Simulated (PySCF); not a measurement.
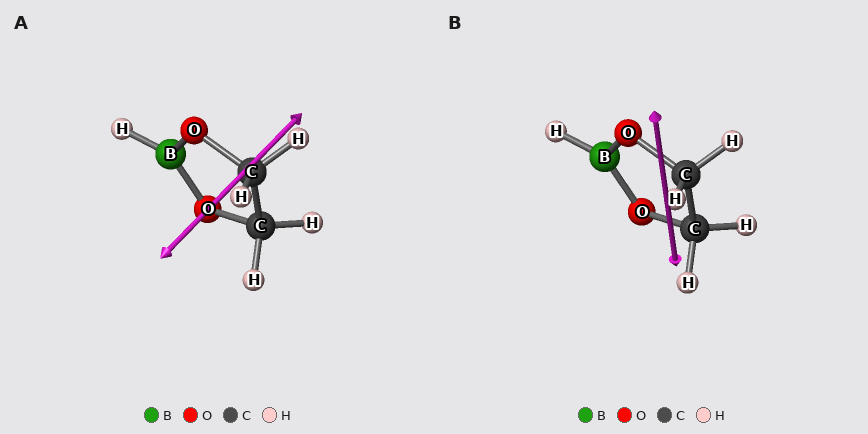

The double arrows show the directions of two transition dipoles from the ground state (lengths mean nothing). The geometry was computed by an optimisation with PBE0-D3(BJ)/def2-SVP. No frequency run is at hand to confirm it as a minimum. Method: TDDFT PBE0/def2-SVPD, vertical, gas phase, core orbitals frozen in the response (PySCF 2.14.0).

One belongs to singlet state 2 and one to singlet state 4. Which is which?

Answer. A: state 4, 8.54 eV (145 nm), oscillator strength 0.015, mainly HOMO → LUMO+3 (weight 0.96).
B: state 2, 7.65 eV (162 nm), oscillator strength 0.039, mainly HOMO → LUMO+1 (weight 0.98).
